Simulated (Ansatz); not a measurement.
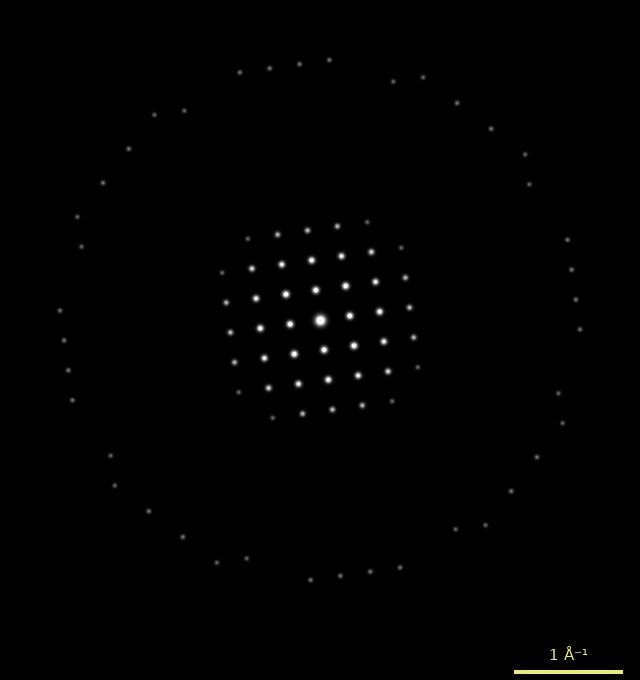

Wide-angle electron diffraction pattern, simulated kinematically at 60 kV (λ = 0.0487 Å, B = 0.2 Å², logarithmic intensity scale). The centre holds the zero-order Laue zone; the ring outside it is the first higher-order Laue zone that is excited.

Q: Measure the ring and find the spacing of the reciprocal-lattice layers along the beam.

A: The ring radius is about 2.4 Å⁻¹, so H ≈ λG²/2 is about 0.14 Å⁻¹, and 1/H, about 7.1 Å, is the shortest lattice translation along the beam.

The crystal is SiPb2, space group Fm-3m (No. 225), a = 7.117 Å, seen along [001]. Structure: the geometry relaxed with Ansatz 0.2.0, DFT PBE, scalar-relativistic, plane waves, PAW; the starting structure was generated, so it need not be a known form of this composition.

Q: What symmetry do the zero layer and the whole pattern have?

A: Zero layer: 4mm. With the outer ring, and with Friedel's law holding in this kinematic picture: 4mm.
